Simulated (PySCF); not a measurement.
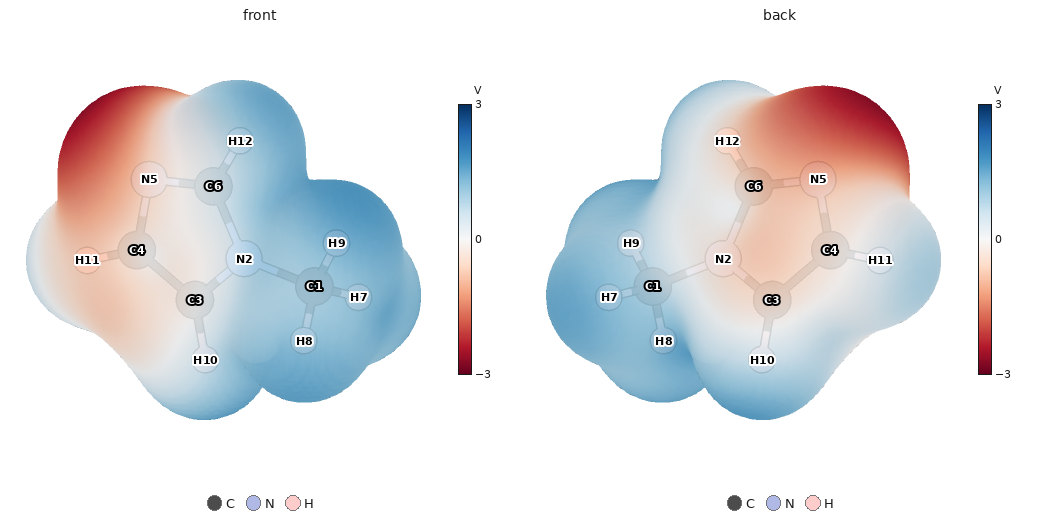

Figure 1: C$_{4}$H$_{6}$N$_{2}$. The electrostatic potential painted on the density surface at 0.004 e/bohr³, seen from the front and from behind; red is negative and blue positive.

Geometry: GFN2-xTB.

Computed with PySCF, PBE0/pcSseg-1, SCF density, gas phase, non-relativistic.

```json
{"atom": "C", "x (Å)": "-1.6511", "y (Å)": "-0.2214", "z (Å)": "0.1524"}
{"atom": "N", "x (Å)": "-0.2495", "y (Å)": "0.0463", "z (Å)": "0.0068"}
{"atom": "C", "x (Å)": "0.7516", "y (Å)": "-0.8833", "z (Å)": "-0.0376"}
{"atom": "C", "x (Å)": "1.9147", "y (Å)": "-0.1798", "z (Å)": "-0.1585"}
{"atom": "N", "x (Å)": "1.6505", "y (Å)": "1.1514", "z (Å)": "-0.1875"}
{"atom": "C", "x (Å)": "0.3548", "y (Å)": "1.2535", "z (Å)": "-0.0859"}
{"atom": "H", "x (Å)": "-1.8665", "y (Å)": "-0.6160", "z (Å)": "1.1489"}
{"atom": "H", "x (Å)": "-1.9778", "y (Å)": "-0.9533", "z (Å)": "-0.5890"}
{"atom": "H", "x (Å)": "-2.2103", "y (Å)": "0.7022", "z (Å)": "0.0104"}
{"atom": "H", "x (Å)": "0.5530", "y (Å)": "-1.9339", "z (Å)": "0.0172"}
{"atom": "H", "x (Å)": "2.9196", "y (Å)": "-0.5447", "z (Å)": "-0.2264"}
{"atom": "H", "x (Å)": "-0.1878", "y (Å)": "2.1782", "z (Å)": "-0.0769"}
```

**Which sites attract a positive test charge, and which a negative one?**

A positive charge is drawn to the negative regions and a negative charge to the positive ones. The most negative region (about −2.7 V) lies over N5, the most positive (about +1.7 V) over H9. N5 is the likeliest acceptor of a hydrogen bond.

**What dipole moment does the calculation give?**

Its dipole moment is 4.21 D.
